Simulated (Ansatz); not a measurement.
# AsBH5N: the cost of one run

Method: RKS PBE-D4/def2-SVP, in Ansatz 0.2.0.

1 further run of the same task is left out (it didn't finish).

## (1) The structure to begin with

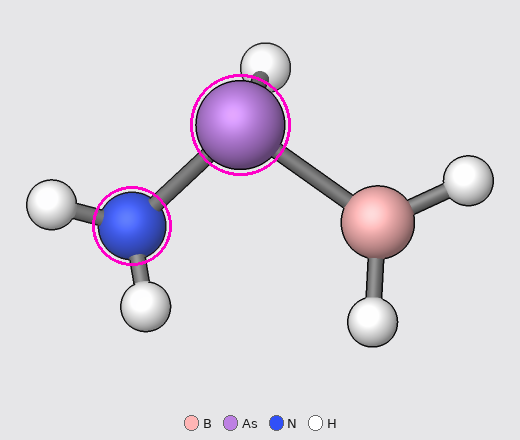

Start, viewed from a chosen angle; boron pink, arsenic purple, nitrogen blue, hydrogen white. Ringed: As2, N3.

Coordinates:

```xyz
8

B    -0.9417    0.6899   -0.8716
As    0.8437    0.6374   -0.0160
N     0.7324   -1.0381    0.8182
H    -1.4874   -0.2852   -1.2247
H    -1.4334    1.7184   -1.1356
H     0.3597    1.4080    1.1853
H     1.6536   -1.4152    1.0252
H     0.2732   -1.7151    0.2191
```

## (2) End point A

Contents of input.yaml:

```yaml
crystal:
  periodic: [false, false, false]
  atoms:
    - { symbol: B, position_ang: [-0.94174, 0.68991, -0.87158] }
    - { symbol: As, position_ang: [0.84371, 0.6374, -0.01601] }
    - { symbol: "N", position_ang: [0.73242, -1.03808, 0.81824] }
    - { symbol: H, position_ang: [-1.48744, -0.28523, -1.22466] }
    - { symbol: H, position_ang: [-1.43345, 1.71839, -1.13556] }
    - { symbol: H, position_ang: [0.35973, 1.408, 1.18526] }
    - { symbol: H, position_ang: [1.65356, -1.41524, 1.02524] }
    - { symbol: H, position_ang: [0.27319, -1.71515, 0.21907] }
basis:
  gaussian: { orbitals: def2-SVP }
hamiltonian:
  xc: pbe
  dispersion: d4
relax:
  f_tol: 0.015
  max_steps: 40
```

Started as:

```console
$ ansatz run input.yaml --threads 1 --pin off --max-ram 2048MiB --backend cpu --events-out ev --progress --plain --runs-dir out
```

**Question.** How long does this run take on 1 thread of Intel Xeon 6975P-C (Granite Rapids), shared host, and how much memory does it need?

About 12 s, with a peak of 0.16 GiB.
